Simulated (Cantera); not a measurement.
Charge: 1 mol ZrN, 3.2 mol N₂, equilibrated at 6.20e-5 bar.

Cantera equilibrium calculation (NASA polynomials, part measured and part estimated; ideal gas, pure solids and liquids). Candidate condensed phases: Zr, ZrN; 4 gas species. ZrN: taken at fixed stoichiometry. Kinetics and transport are ignored.

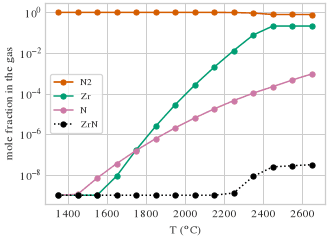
Figure. Equilibrium gas composition (values under 1e-9 drawn at 1e-9)

From 1350 °C to 2350 °C the condensed part is ZrN(s). From 2450 °C to 2650 °C nothing is condensed.
